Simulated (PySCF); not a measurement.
Vertical excitations of a molecule C₃H₈BNO from TDA-PBE/def2-SVPD run with PySCF 2.14.0, as energy in eV (oscillator strength): 5.89 (0.010), 6.62 (0.028), 6.63 (0.024), 7.01 (0.022), 7.16 (0.028), 7.29 (0.002), 7.33 (0.006), 7.40 (0.032), 7.65 (0.075), 7.72 (0.012). Lowest triplet (TDA): 5.75 eV. Geometry optimised at B3LYP-D3(BJ)/def2-SVP. Other conformers were not sampled.

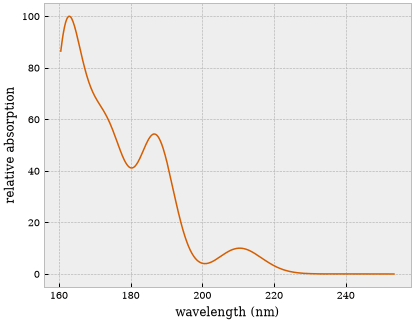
Fig. 1. The lines broadened by 0.4 eV.

**Question.** Pick the molecule that these values belong to.
(A) C=C(C)B(N)O
(B) CNB1CCO1
(C) C[C@@H]1CB(N)O1
(D) C=CB(N)OC

**Answer.** C, C[C@@H]1CB(N)O1
